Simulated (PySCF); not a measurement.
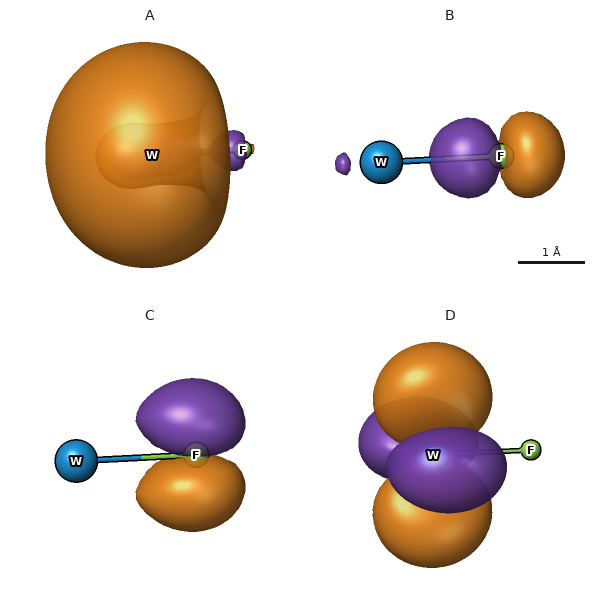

The picture shows: WF (sextet). Four frontier β-spin orbitals, each drawn at the value that holds 80 % of its norm (orange and purple are the two phases), in no order; of a degenerate pair one member is drawn.

Core potentials replace the inner electrons of W.

Theory: PBE0/cc-pVDZ(-PP), non-relativistic Hamiltonian with scalar-relativistic core potentials where named, at a bond length of 1.897 Å (PySCF 2.14.0).

> Label each orbital by symmetry, say whether it is occupied, and order them by energy.

Orbital B: σ, occupied in this spin, −11.83 eV; mainly on F (85 %).
Orbital C: π, occupied in this spin, −10.76 eV; mainly on F (90 %).
Orbital A: σ, empty in this spin, −2.26 eV; almost wholly on W.
Orbital D: δ, empty in this spin, −0.39 eV; almost wholly on W.
